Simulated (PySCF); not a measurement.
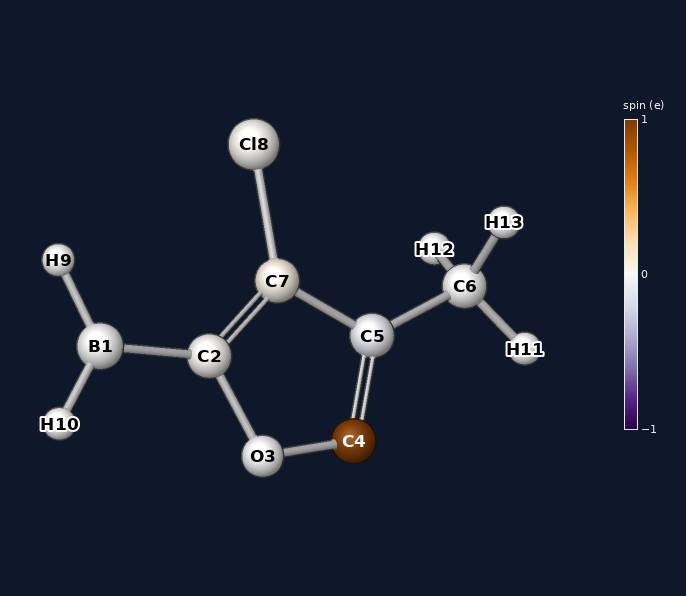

Atoms are coloured by their Mulliken spin populations. State: neutral, doublet. The computed structure is the end point of a GFN2-xTB optimisation. No frequency run is at hand to confirm it as a minimum. Level of theory: UKS B3LYP, pcH-1 on B C Cl H O, non-relativistic (PySCF 2.14.0).

Give the Mulliken spin populations atom by atom.

```json
{"atom": "B1", "value (e)": "−0.02"}
{"atom": "C2", "value (e)": "0.01"}
{"atom": "O3", "value (e)": "0.00"}
{"atom": "C4", "value (e)": "0.98"}
{"atom": "C5", "value (e)": "−0.06"}
{"atom": "C6", "value (e)": "0.00"}
{"atom": "C7", "value (e)": "0.05"}
{"atom": "Cl8", "value (e)": "0.02"}
{"atom": "H9", "value (e)": "0.01"}
{"atom": "H10", "value (e)": "0.00"}
{"atom": "H11", "value (e)": "0.00"}
{"atom": "H12", "value (e)": "0.00"}
{"atom": "H13", "value (e)": "0.00"}
```

Mulliken values depend strongly on the basis set. The geometry is semi-empirical. Around B such bond lengths and angles can be off by a tenth of an ångström or more and by several degrees, and values that hang on the shape move with them.
